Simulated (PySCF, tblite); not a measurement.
**C₇H₅F₂ radical: geometry, infrared bands and EPR parameters**

Wanted: the infrared bands and EPR parameters of C₇H₅F₂ radical (`Cc1c[c]c(F)c(F)c1`), by calculation.

Programs: tblite 0.8.0 and PySCF 2.14.0, with density-fitted response routines of our own. Each step states its level of theory. These are calculated values for one molecule in the gas phase, unless marked as measured. Atoms are numbered from 0 throughout.

## (1) Starting geometry

14 atoms, charge 0, multiplicity 2; geometry from: force field or distance geometry start.

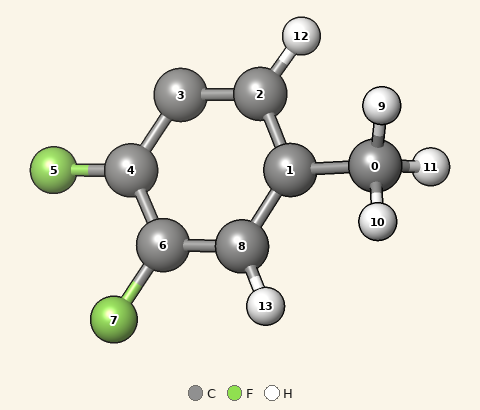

The starting geometry (carbon grey, fluorine green, hydrogen white), atoms numbered.

## (2) Optimising the geometry with GFN2-xTB

Job settings and geometry (Å):

```
{"job": {"kind": "relax", "xc": "GFN2-xTB", "basis": "xTB"}, "charge": 0, "multiplicity": 2}
C     -2.056700     0.166100    -0.094700
C     -0.601600    -0.041300    -0.052600
C     -0.141800    -1.352600    -0.131600
C      1.223100    -1.598600    -0.100700
C      2.106200    -0.548300     0.049200
F      3.431600    -0.807200     0.079600
C      1.612900     0.748600     0.126900
F      2.492100     1.781700     0.265900
C      0.263500     1.026800     0.092300
H     -2.616300    -0.546800     0.574200
H     -2.261900     1.178400     0.343600
H     -2.468200     0.074800    -1.106900
H     -0.882900    -2.143400    -0.228500
H     -0.100600     2.061400     0.161000
```

Launch:

```bash
> OMP_NUM_THREADS=1 python probes_run.py task.json out
```

This one command runs all jobs of the session in turn.

**Question.** This job is followed by: GFN2-xTB harmonic vibrations, gas phase; UKS B3LYP, pcH-1 on C F H, non-relativistic, mean-field spin-orbit, GIAO. What will the session give for the following? strongest single infrared mode (GFN2-xTB); zero-point energy (GFN2-xTB); g(iso) (B3LYP); ⟨S²⟩; largest a(iso) (averaged by class); surface potential, least and greatest.

**Answer**, as computed:

| quantity | value |
| --- | --- |
| strongest single infrared mode (GFN2-xTB) | 1479 cm⁻¹, 177 km/mol |
| zero-point energy (GFN2-xTB) | 60.1 kcal/mol |
| g(iso) (B3LYP) | 2.00209 |
| ⟨S²⟩ | 0.757 (exact 0.75) |
| largest a(iso) (averaged by class) | 13C on C3, 402.4 MHz |
| surface potential, least and greatest | -0.83 V and 1.21 V |

Relaxing lowered the energy by 0.191 eV in 28 steps; the close pair that moved most is C0–H9, from 1.126 to 1.088 Å. The lowest mode is imaginary (25i cm⁻¹), so the xTB geometry is not a minimum. The strongest single mode, at 1479 cm⁻¹, is spread over several atoms, C8, C1, C3, C4 among them. GFN2-xTB is a fitted tight-binding method: band positions and strengths are rough. Its intensities can rank the bands wrongly. Most of the unpaired spin sits on C3 (1.01 e). The isotropic g lies 0.2 ppt below the free-electron value.
